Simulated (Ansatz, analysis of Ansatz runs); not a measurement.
# Migration barrier of interstitial H in fcc Al, hop from a tetrahedral to the next octahedral site (PBEsol), part 2 of 2

Subject: interstitial H in fcc Al, hop from a tetrahedral to the next octahedral site. Wanted: its migration barrier, in one set-up (PBEsol, 32-site cell, PBEsol lattice, 420 eV, k: 3x3x3 Gamma-centred). The model is a cell of 32 host atoms with 1 H put in. The barrier is the energy of the highest image of a climbing band over the relaxed site that the atom leaves. A local or semilocal functional is the cheapest first rung.

Ansatz 0.2.0; PBEsol, 32-site cell, PBEsol lattice, 420 eV, k: 3x3x3 Gamma-centred.

So far: The structure; Relaxation, charge 0.

### Step 3. Nudged elastic band

A band of images joins the two ends; its highest image climbs to the saddle, whose energy over the site left is the barrier.

This step: plane-wave PAW DFT, PBEsol; nudged elastic band between two relaxed defect structures at fixed charge.

File neb/input.yaml:

```yaml
crystal:
  lattice:
    - [8.03047145, 0.0, 0.0]
    - [0.0, 8.03047145, 0.0]
    - [0.0, 0.0, 8.03047145]
  atoms:
    - { symbol: Al, position: [0.000393413, 0.000393413, 0.000393413] }
    - { symbol: Al, position: [0.000907416, 0.250471356, 0.250471356] }
    - { symbol: Al, position: [0.250471356, 0.000907416, 0.250471356] }
    - { symbol: Al, position: [0.250471356, 0.250471356, 0.000907416] }
    - { symbol: Al, position: [-0.002128465, -0.002128465, 0.500413772] }
    - { symbol: Al, position: [-0.002128465, 0.249586228, 0.752128465] }
    - { symbol: Al, position: [0.249586228, -0.002128465, 0.752128465] }
    - { symbol: Al, position: [0.240966766, 0.240966766, 0.509033234] }
    - { symbol: Al, position: [-0.002128465, 0.500413772, -0.002128465] }
    - { symbol: Al, position: [-0.002128465, 0.752128465, 0.249586228] }
    - { symbol: Al, position: [0.240966766, 0.509033234, 0.240966766] }
    - { symbol: Al, position: [0.249586228, 0.752128465, -0.002128465] }
    - { symbol: Al, position: [0.000907416, 0.499528644, 0.499528644] }
    - { symbol: Al, position: [0.000393413, 0.749606587, 0.749606587] }
    - { symbol: Al, position: [0.250471356, 0.499528644, 0.749092584] }
    - { symbol: Al, position: [0.250471356, 0.749092584, 0.499528644] }
    - { symbol: Al, position: [0.500413772, -0.002128465, -0.002128465] }
    - { symbol: Al, position: [0.509033234, 0.240966766, 0.240966766] }
    - { symbol: Al, position: [0.752128465, -0.002128465, 0.249586228] }
    - { symbol: Al, position: [0.752128465, 0.249586228, -0.002128465] }
    - { symbol: Al, position: [0.499528644, 0.000907416, 0.499528644] }
    - { symbol: Al, position: [0.499528644, 0.250471356, 0.749092584] }
    - { symbol: Al, position: [0.749606587, 0.000393413, 0.749606587] }
    - { symbol: Al, position: [0.749092584, 0.250471356, 0.499528644] }
    - { symbol: Al, position: [0.499528644, 0.499528644, 0.000907416] }
    - { symbol: Al, position: [0.499528644, 0.749092584, 0.250471356] }
    - { symbol: Al, position: [0.749092584, 0.499528644, 0.250471356] }
    - { symbol: Al, position: [0.749606587, 0.749606587, 0.000393413] }
    - { symbol: Al, position: [0.509033234, 0.509033234, 0.509033234] }
    - { symbol: Al, position: [0.500413772, 0.752128465, 0.752128465] }
    - { symbol: Al, position: [0.752128465, 0.500413772, 0.752128465] }
    - { symbol: Al, position: [0.752128465, 0.752128465, 0.500413772] }
    - { symbol: H, position: [0.375, 0.375, 0.375] }
basis:
  ecutwfc: 420
  xc_grid: 2
hamiltonian:
  xc: pbesol
kpoints:
  mp_grid: { grid: [3, 3, 3] }
scf:
  occupations: { method: methfessel_paxton, width: 0.1 }
  max_iter: 120
output:
  forces: true
neb:
  images: 3
  f_tol: 0.04
  climbing: true
  initial_path: idpp
  max_iterations: 45
  order_check: false
  final_atoms:
    - { symbol: Al, position: [0.000100739, 0.000100739, 0.000100739] }
    - { symbol: Al, position: [-0.005753209, 0.250137437, 0.250137437] }
[... 1 atom line left out ...]
    - { symbol: Al, position: [0.250137437, 0.250137437, -0.005753209] }
[... 3 atom lines left out ...]
    - { symbol: Al, position: [0.250137437, 0.250137437, 0.506028084] }
[... 2 atom lines left out ...]
    - { symbol: Al, position: [0.250137437, 0.506028084, 0.250137437] }
[... 1 atom line left out ...]
    - { symbol: Al, position: [0.000100739, 0.500174136, 0.500174136] }
[... 4 atom lines left out ...]
    - { symbol: Al, position: [0.506028084, 0.250137437, 0.250137437] }
[... 2 atom lines left out ...]
    - { symbol: Al, position: [0.500174136, 0.000100739, 0.500174136] }
[... 2 atom lines left out ...]
    - { symbol: Al, position: [0.750137437, 0.250137437, 0.501200239] }
    - { symbol: Al, position: [0.500174136, 0.500174136, 0.000100739] }
    - { symbol: Al, position: [0.501200239, 0.750137437, 0.250137437] }
    - { symbol: Al, position: [0.750137437, 0.501200239, 0.250137437] }
[... 1 atom line left out ...]
    - { symbol: Al, position: [0.500174136, 0.500174136, 0.500174136] }
[... 3 atom lines left out ...]
    - { symbol: H, position: [0.250137437, 0.250137437, 0.250137437] }
```

Run with:

```bash
> ansatz run input.yaml --threads 4 --pin off --max-ram 14131MiB --backend cpu --events-out ev --progress --plain --runs-dir out
```

Numbers of over 12 decimals in the logs are rounded to 6 here.

The log of the run:

```text
[...]
Warning: neb: disabling space-group detection — the band's intermediate images generally break the endpoint symmetry, so no spatial operation reduces the k-mesh or symmetrises the density, except that a semilocal band can use its path's symmetry ahead of [...]
[...]
parallel-image band execution: 3 concurrent image workers
NEB image 0
Crystal: 33 atoms, lattice volume = 517.873 Å³
Basis set: ecut = 420 eV, 10131 PW (Γ), exchange–correlation on 108×108×108 points (8 copies of the dense FFT grid, shifted against one another)
Bands: 82, of which v1, the nominal top of the filled ones, is band 49 counted from 1 (48 counted from 0)
Symmetry: 1 space group operations
k-points: 14 of 27 (time reversal used)
[...]
SCF iter   1: F=—  HF=-16801.319851 eV  |F-HF|=—  |Δ(HF+E_count)|=         —  Δρ=1.49e-3  dr2=1.18e-2  ethr=1.77e-3  ⟨swp⟩=7.5  Hψ=6094  notcnv=0
[...]
SCF iter   6: F=-16801.318437 eV  HF=-16801.318437 eV  |F-HF|=1.47e-8  |Δ(HF+E_count)|=   9.72e-8  S|Δr|=    0.00e0  Δρ=1.51e-6  dr2=2.05e-8  ethr=1.03e-10  ⟨swp⟩=4.0  Hψ=2856  notcnv=0
SCF 1 converged in 6 iterations: F = -16801.318437 eV  dr2 = 2.05e-8
[...]
NSCF: frozen V_eff on 14 k-points
NEB image 4
SCF iter   1: F=—  HF=-16801.278129 eV  |F-HF|=—  |Δ(HF+E_count)|=         —  Δρ=1.59e-3  dr2=1.50e-2  ethr=1.77e-3  ⟨swp⟩=7.4  Hψ=5800  notcnv=0  defer=12
[...]
SCF iter   6: F=-16801.276240 eV  HF=-16801.276240 eV  |F-HF|=7.26e-9  |Δ(HF+E_count)|=   2.05e-7  S|Δr|=    0.00e0  Δρ=1.57e-6  dr2=1.38e-8  ethr=1.03e-10  ⟨swp⟩=4.0  Hψ=2948  notcnv=0
SCF 2 converged in 6 iterations: F = -16801.276240 eV  dr2 = 1.38e-8
[...]
NEB end point (image 0): max|allowed force component| = 7.915e-3 eV/Å (the criterion of neb.relax_end_points is 1.000e-2)
NEB end point (image 4): max|allowed force component| = 1.647e-2 eV/Å (the criterion of neb.relax_end_points is 1.000e-2)
NEB image 1
SCF iter   1: F=—  HF=-16801.152133 eV  |F-HF|=—  |Δ(HF+E_count)|=         —  Δρ=1.54e-3  dr2=1.22e-2  ethr=1.77e-3  ⟨swp⟩=7.4  Hψ=5942  notcnv=0  defer=8
[...]
SCF iter   6: F=-16801.150887 eV  HF=-16801.150887 eV  |F-HF|=4.62e-8  |Δ(HF+E_count)|=   1.38e-7  S|Δr|=    0.00e0  Δρ=1.81e-6  dr2=5.40e-8  ethr=1.03e-10  ⟨swp⟩=4.0  Hψ=2830  notcnv=0
SCF 3 converged in 6 iterations: F = -16801.150887 eV  dr2 = 5.40e-8
NEB image 2
SCF iter   1: F=—  HF=-16801.059531 eV  |F-HF|=—  |Δ(HF+E_count)|=         —  Δρ=1.55e-3  dr2=1.26e-2  ethr=1.77e-3  ⟨swp⟩=8.3  Hψ=5998  notcnv=0  defer=8
[...]
SCF iter   5: F=-16801.058050 eV  HF=-16801.058050 eV  |F-HF|=1.77e-8  |Δ(HF+E_count)|=   5.51e-7  S|Δr|=    0.00e0  Δρ=2.10e-6  dr2=2.77e-8  ethr=1.03e-10  ⟨swp⟩=4.0  Hψ=3046  notcnv=0
SCF 4 converged in 5 iterations: F = -16801.058050 eV  dr2 = 2.77e-8
NEB image 3
SCF iter   1: F=—  HF=-16801.185419 eV  |F-HF|=—  |Δ(HF+E_count)|=         —  Δρ=1.55e-3  dr2=1.30e-2  ethr=1.77e-3  ⟨swp⟩=7.6  Hψ=5994  notcnv=0  defer=17
[...]
SCF iter   6: F=-16801.183762 eV  HF=-16801.183762 eV  |F-HF|=4.68e-9  |Δ(HF+E_count)|=   8.18e-8  S|Δr|=    0.00e0  Δρ=1.43e-6  dr2=1.01e-8  ethr=1.03e-10  ⟨swp⟩=4.0  Hψ=2709  notcnv=0
SCF 5 converged in 6 iterations: F = -16801.183762 eV  dr2 = 1.01e-8
NEB iter   1: max|band force component| = 5.364e-1 eV/Å  barrier→ = 0.2604 eV  barrier← = 0.2182 eV  Δτ_max = 0.0996 Å  (29 SCF iters)
NEB image 1
[...]
SCF iter   6: F=-16801.205889 eV  HF=-16801.205889 eV  |F-HF|=8.25e-9  |Δ(HF+E_count)|=   1.04e-7  S|Δr|=    0.00e0  Δρ=1.74e-6  dr2=1.76e-8  ethr=1.03e-10  ⟨swp⟩=4.0  Hψ=2805  notcnv=0
SCF 6 converged in 6 iterations: F = -16801.205889 eV  dr2 = 1.76e-8
NEB image 2
[...]
SCF iter   6: F=-16801.131156 eV  HF=-16801.131156 eV  |F-HF|=3.23e-8  |Δ(HF+E_count)|=   1.51e-7  S|Δr|=    0.00e0  Δρ=2.21e-6  dr2=4.68e-8  ethr=1.03e-10  ⟨swp⟩=4.0  Hψ=2836  notcnv=0
SCF 7 converged in 6 iterations: F = -16801.131156 eV  dr2 = 4.68e-8
NEB image 3
[...]
SCF iter   6: F=-16801.217687 eV  HF=-16801.217687 eV  |F-HF|=2.67e-8  |Δ(HF+E_count)|=   9.75e-8  S|Δr|=    0.00e0  Δρ=1.42e-6  dr2=3.23e-8  ethr=1.03e-10  ⟨swp⟩=4.0  Hψ=2786  notcnv=0
SCF 8 converged in 6 iterations: F = -16801.217687 eV  dr2 = 3.23e-8
NEB iter   2: max|band force component| = 2.068e-1 eV/Å  barrier→ = 0.1873 eV  barrier← = 0.1451 eV  CI = image 2  Δτ_max = 0.0883 Å  (18 SCF iters)
NEB image 1
[...]
SCF iter   6: F=-16801.224171 eV  HF=-16801.224171 eV  |F-HF|=3.46e-9  |Δ(HF+E_count)|=   1.70e-8  S|Δr|=    0.00e0  Δρ=8.17e-7  dr2=5.76e-9  ethr=1.03e-10  ⟨swp⟩=3.7  Hψ=2621  notcnv=0
SCF 9 converged in 6 iterations: F = -16801.224171 eV  dr2 = 5.76e-9
NEB image 2
[...]
SCF iter   6: F=-16801.141332 eV  HF=-16801.141332 eV  |F-HF|=9.41e-9  |Δ(HF+E_count)|=   2.85e-8  S|Δr|=    0.00e0  Δρ=9.98e-7  dr2=1.29e-8  ethr=1.03e-10  ⟨swp⟩=4.0  Hψ=2736  notcnv=0
SCF 10 converged in 6 iterations: F = -16801.141332 eV  dr2 = 1.29e-8
NEB image 3
[...]
SCF iter   6: F=-16801.215601 eV  HF=-16801.215601 eV  |F-HF|=7.88e-9  |Δ(HF+E_count)|=   1.42e-8  S|Δr|=    0.00e0  Δρ=9.48e-7  dr2=1.11e-8  ethr=1.03e-10  ⟨swp⟩=3.6  Hψ=2622  notcnv=0
SCF 11 converged in 6 iterations: F = -16801.215601 eV  dr2 = 1.11e-8
NEB iter   3: max|band force component| = 1.132e-1 eV/Å  barrier→ = 0.1771 eV  barrier← = 0.1349 eV  CI = image 2  Δτ_max = 0.0213 Å  (18 SCF iters)
[...]
NEB iter   4: max|band force component| = 3.160e-2 eV/Å  barrier→ = 0.1750 eV  barrier← = 0.1328 eV  CI = image 2  Δτ_max = 0.0301 Å  (15 SCF iters)
NEB image 2
[...]
SCF iter   5: F=-16801.144178 eV  HF=-16801.144178 eV  |F-HF|=1.40e-8  |Δ(HF+E_count)|=   1.63e-7  S|Δr|=    0.00e0  Δρ=2.75e-6  dr2=3.75e-8  ethr=1.03e-10  ⟨swp⟩=4.1  Hψ=2868  notcnv=0
SCF 15 converged in 5 iterations: F = -16801.144178 eV  dr2 = 3.75e-8
NEB image 1
[...]
NEB image 3
[...]
NEB image 2
[...]
NEB iter   5: max|band force component| = 3.132e-2 eV/Å  barrier→ = 0.1743 eV  barrier← = 0.1321 eV  CI = image 2  Δτ_max = 0.0000 Å  (5 SCF iters)
SCF converged after 5 iterations
[...]
Free energy (F): -16801.144178 eV
[...]
Internal energy: -16801.159379 eV  (E = F + TS)
E sigma→0 (E₀):  -16801.147979 eV
Entropy (-TS):   0.015200 eV (0.461 meV/atom)
Fermi energy:    7.933717 eV
[...]
--- Forces (eV/Å), atoms counted from 1 ---
  atom   1  Al    -0.00062094    -0.00292837    -0.00363981
  atom   2  Al     0.00172272    -0.00472374    -0.00225356
  [... 5 atoms left out ...]
  atom   8  Al     0.00156668    -0.01380128    -0.00246935
  [... 2 atoms left out ...]
  atom  11  Al    -0.00487880     0.01643536    -0.01249314
  [... 1 atom left out ...]
  atom  13  Al    -0.00463989     0.00420184     0.00523002
  [... 4 atoms left out ...]
  atom  18  Al     0.00895995    -0.01555691    -0.00629664
  [... 2 atoms left out ...]
  atom  21  Al    -0.00134029     0.00640396    -0.00194661
  [... 2 atoms left out ...]
  atom  24  Al     0.00269812    -0.00066435     0.00354378
  atom  25  Al     0.00267277     0.00134540    -0.00165495
  [... 1 atom left out ...]
  atom  27  Al     0.00246116     0.00343856    -0.00029476
  [... 1 atom left out ...]
  atom  29  Al     0.00729918     0.00453916     0.00699757
  [... 3 atoms left out ...]
  atom  33  H     -0.01780556    -0.00557030     0.00824633
  max |Σ_I F_I| component: 3.99e-5 eV/Å
--- Band table (eV; the first three rows and the last of 14) ---
[...]
[... further k-points left out ...]
this run last wrote the band of iteration 5 to <dir>; this run last wrote the band within `neb.f_tol` of iteration 4 to <dir>
--- NEB band (5 images, 5 band iterations, 85 SCF iterations) ---
  forward barrier  = 0.174259 eV
  backward barrier = 0.132061 eV
  lagrangian_above_aufbau_ev (what the smearing adds, to first order; not taken off the barriers): saddle image +0.010316 eV, end points +0.009373 and +0.007334 eV
  climbing image's point = of an order that was not read
  energies are F+E_penalty+E_count in eV, relative to image 0
  image     s (Å)  Δ vs image 0  max|band force component| (eV/Å)
      0    0.0000      0.000000                                 —
      1    0.4163      0.093204                          3.132e-2
  *   2    0.8381      0.174259                          1.654e-2
      3    1.3045      0.101900                          2.045e-2
      4    1.7746      0.042197                                 —
  climbing-image geometry (image 2):
  cell:  # Å, volume = 517.8728 Å³
    - [8.03047145, 0.0, 0.0]
    - [0.0, 8.03047145, 0.0]
    - [0.0, 0.0, 8.03047145]
  atoms:
    - { symbol: Al, position: [-0.000126, -0.000111, -9.459418764324763e-5] }
    - { symbol: Al, position: [-0.000681, 0.250736, 0.250702] }
    - { symbol: Al, position: [0.250615, -0.000924, 0.250621] }
    - { symbol: Al, position: [0.250651, 0.250696, -0.000721] }
    - { symbol: Al, position: [-0.000688, -0.000694, 0.501411] }
    - { symbol: Al, position: [-0.002649, 0.250163, 0.753223] }
    - { symbol: Al, position: [0.250144, -0.002410, 0.753133] }
    - { symbol: Al, position: [0.243230, 0.243700, 0.515431] }
    - { symbol: Al, position: [-0.000758, 0.501476, -0.000743] }
    - { symbol: Al, position: [-0.002636, 0.753157, 0.250145] }
    - { symbol: Al, position: [0.243299, 0.515140, 0.243635] }
    - { symbol: Al, position: [0.250134, 0.753069, -0.002432] }
    - { symbol: Al, position: [-0.000971, 0.499291, 0.499273] }
    - { symbol: Al, position: [-0.000879, 0.749229, 0.749204] }
    - { symbol: Al, position: [0.249190, 0.500537, 0.748952] }
    - { symbol: Al, position: [0.249165, 0.748878, 0.500538] }
    - { symbol: Al, position: [0.501338, -0.000606, -0.000590] }
    - { symbol: Al, position: [0.515706, 0.243516, 0.243320] }
    - { symbol: Al, position: [0.753204, -0.002393, 0.250148] }
    - { symbol: Al, position: [0.753225, 0.250161, -0.002449] }
    - { symbol: Al, position: [0.499324, -0.001150, 0.499372] }
    - { symbol: Al, position: [0.500491, 0.249177, 0.748899] }
    - { symbol: Al, position: [0.749200, -0.000895, 0.749282] }
    - { symbol: Al, position: [0.748847, 0.249172, 0.500496] }
    - { symbol: Al, position: [0.499281, 0.499354, -0.001005] }
    - { symbol: Al, position: [0.500520, 0.748884, 0.249139] }
    - { symbol: Al, position: [0.748905, 0.500533, 0.249162] }
    - { symbol: Al, position: [0.749180, 0.749291, -0.000921] }
    - { symbol: Al, position: [0.501825, 0.501961, 0.501877] }
    - { symbol: Al, position: [0.500068, 0.749939, 0.749963] }
    - { symbol: Al, position: [0.749898, 0.500162, 0.749850] }
    - { symbol: Al, position: [0.749923, 0.749856, 0.500163] }
    - { symbol: H, position: [0.316793, 0.315873, 0.315784] }
```

It took 4.4 min on 4 threads of Arm Neoverse V1, shared host; peak memory 2.6 GiB.

The column dr2 measures how far the density is from self-consistency, as an energy; F and HF (Harris–Foulkes) agree once it is small.

Images along the path:

| image | path (Å) | energy (eV) | H33: x, y, z (Å) |
| --- | --- | --- | --- |
| 0 | 0.000 | 0.0000 | 3.011, 3.011, 3.011 |
| 1 | 0.416 | 0.0932 | 2.770, 2.788, 2.787 |
| 2 | 0.838 | 0.1743 | 2.544, 2.537, 2.536 |
| 3 | 1.304 | 0.1019 | 2.259, 2.285, 2.281 |
| 4 | 1.775 | 0.0422 | 2.009, 2.009, 2.009 |

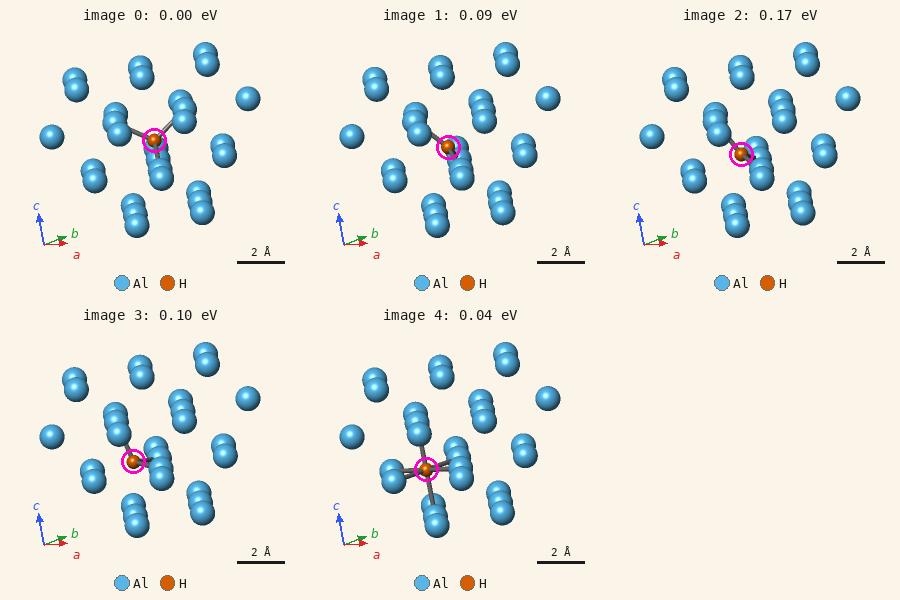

Images along the path; H33 is ringed.

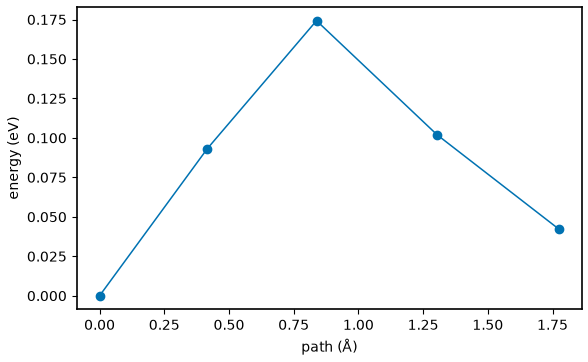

Energy along the path.

Read from the output:

```yaml
free_energy: -16801.1442 eV
smearing_term_ts: -0.01520 eV
barrier_forward: 0.1743 eV
barrier_backward: 0.1321 eV
```

### Step 4. Summary of results

- migration barrier (saddle less minimum): 0.17 eV
- energy difference of the two ends: 0.04 eV
- length of the hop: 1.74 Å
- time of the whole chain: 4.9 min on 4 threads

Migration barrier: computed 0.17 eV, measured 0.452 eV; 0.28 eV below the measurement. The measured number is an Arrhenius activation energy of long-range diffusion; for H it holds zero-point energy, and trapping at vacancies and dislocations can raise it. One hop between neighbouring sites is computed at the host's lattice. Limits: the periodic copies of the defect are only 8.0 Å apart.

[Logs are printed without paths, hosts, clocks, repeated set-up lines and the standing remarks that a program may print on its own settings, such as how far it seeks lower states.]

[Hosts, paths, dates, database ids (printed as entryN), source tags and the programs' standing remarks are cut or masked in the printed files.]

[For some hosts the program warned that the k-mesh of the response run may be too coarse for force constants and the static dielectric constant; such warnings are not shown here.]
